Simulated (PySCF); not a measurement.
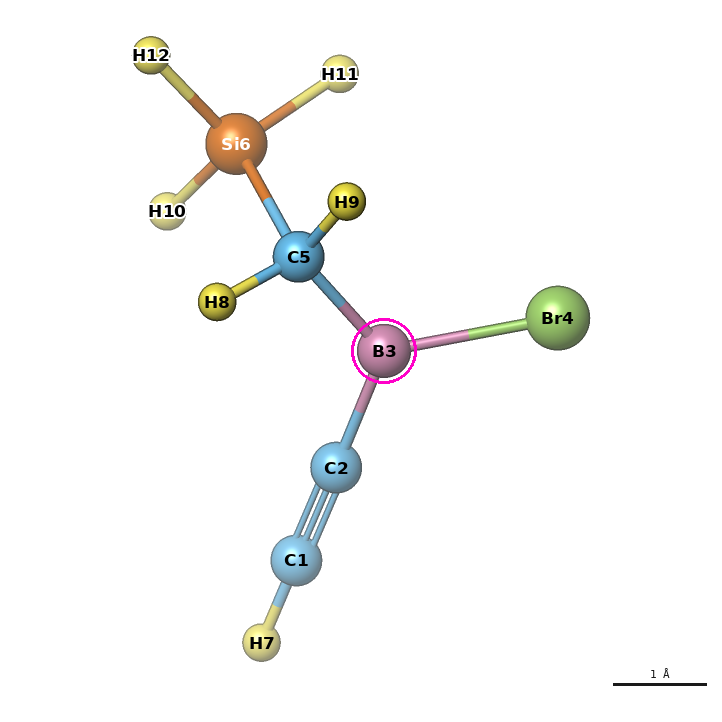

Orthographic view. Atoms fade into the background with distance from the viewer. Computed geometry: PBE0-D3(BJ)/def2-SVP optimisation. No frequency run is at hand to confirm it as a minimum.

> Name the neighbours of the circled atom.

The circled atom is B3; it is bonded to C2, Br4, C5.

> Of C5 and Si6, which is nearer the viewer?

C5; the bond to Si6 points away from the viewer, so it looks shorter than its 1.90 Å.

> What is the shortest path along bonds from the circled atom to H10?

B3–C5–Si6–H10, 3 bonds; through space the two are 3.25 Å apart.

> Which two atoms are farthest apart in space?

H7 and H12, 6.71 Å.
